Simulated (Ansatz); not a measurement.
# Pressure series in MoS2

The parent structure is MoS2 in the 3R-MoS2 type structure (space group R3m, No. 160; layered, stacked along the Cartesian z axis).

```
CELL_PARAMETERS angstrom
      1.57661     0.91026     5.99789
     -1.57661     0.91026     5.99789
      0.00000    -1.82051     5.99789
ATOMIC_POSITIONS crystal
  Mo 0.00002 0.00002 0.00002
  S  0.75353 0.75353 0.75353
  S  0.57975 0.57975 0.57975
```

Cell and atoms are relaxed at each pressure.

Method: PBE-D3(BJ) (Ansatz, a first-principles code), spin-orbit coupling left out, earlier PAW set.

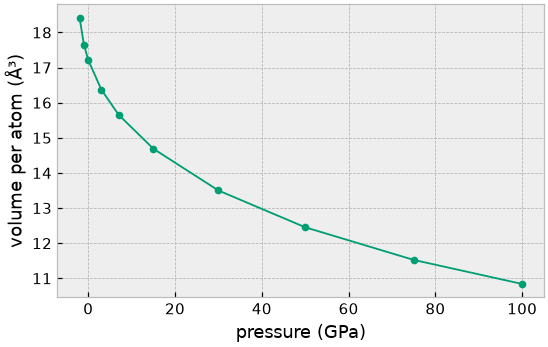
Figure: Volume per atom against pressure

```json
[
 {"pressure (GPa)": "-2", "volume per atom": "18.42 Å³"},
 {"pressure (GPa)": "-1", "volume per atom": "17.65 Å³"},
 {"pressure (GPa)": "3", "volume per atom": "16.38 Å³"},
 {"pressure (GPa)": "7", "volume per atom": "15.66 Å³"},
 {"pressure (GPa)": "15", "volume per atom": "14.69 Å³"},
 {"pressure (GPa)": "30", "volume per atom": "13.50 Å³"},
 {"pressure (GPa)": "50", "volume per atom": "12.45 Å³"},
 {"pressure (GPa)": "75", "volume per atom": "11.52 Å³"},
 {"pressure (GPa)": "100", "volume per atom": "10.84 Å³"}
]
```

The mesh was chosen for an insulator and is coarse for the gapless case. Load acts through the strain it causes; cell and atoms are relaxed under it. No phonon test of stability was made. No other phases were tried under pressure. All final runs are without spin polarisation.
